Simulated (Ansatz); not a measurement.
Input

```
crystal:
  periodic: [false, false, false]
  atoms:
    - { symbol: Ge, position_ang: [0.0, 0.0, 0.0] }
    - { symbol: H, position_ang: [0.0, 0.0, 1.55] }
    - { symbol: H, position_ang: [1.4616, 0.0, -0.5162] }
    - { symbol: C, position_ang: [-0.9232, 1.5994, -0.6527] }
    - { symbol: H, position_ang: [-1.9758, 1.3458, -0.8971] }
    - { symbol: H, position_ang: [-0.9048, 2.384, 0.1322] }
    - { symbol: H, position_ang: [-0.4128, 1.976, -1.5636] }
    - { symbol: H, position_ang: [-0.73, -1.2648, -0.5162] }
basis:
  gaussian: { orbitals: def2-SVP }
hamiltonian:
  xc: pbe
  dispersion: d4
relax:
  f_tol: 0.02
  max_steps: 40
output:
  orbitals: {}
```

Launched as:

```sh
ansatz run input.yaml --threads 1 --pin off --max-ram 2048MiB --backend cpu --events-out ev --progress --plain --runs-dir out
```

The fields are those of the run's last geometry, not of the input's.

The calculation used RKS PBE-D4/def2-SVP (Ansatz 0.2.0).

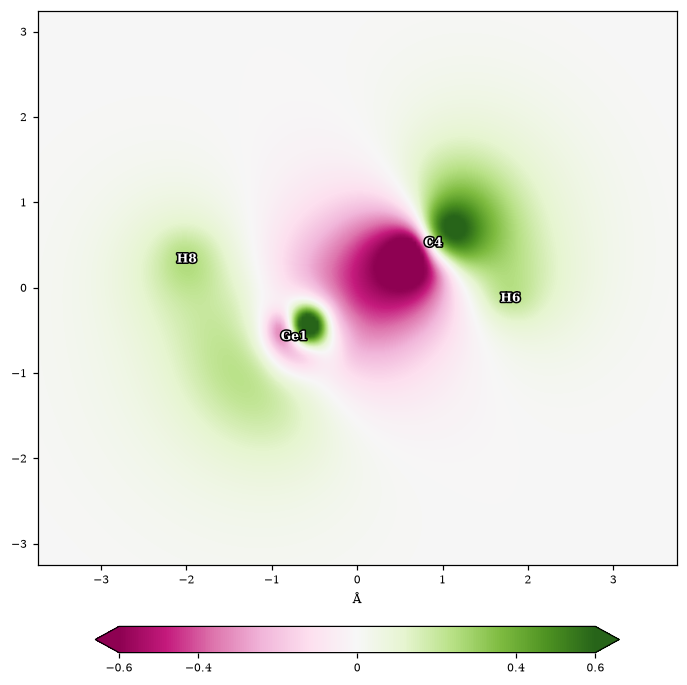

CH6Ge. The HOMO on the plane of atoms Ge1, C4 and H6 (values in Å⁻³ᐟ²; the overall sign is arbitrary).

What is the character of this orbital?

Its weight (Hirshfeld) is mainly on C4 (about 40 %) and Ge1 (about 35 %). Its energy is −7.61 eV.
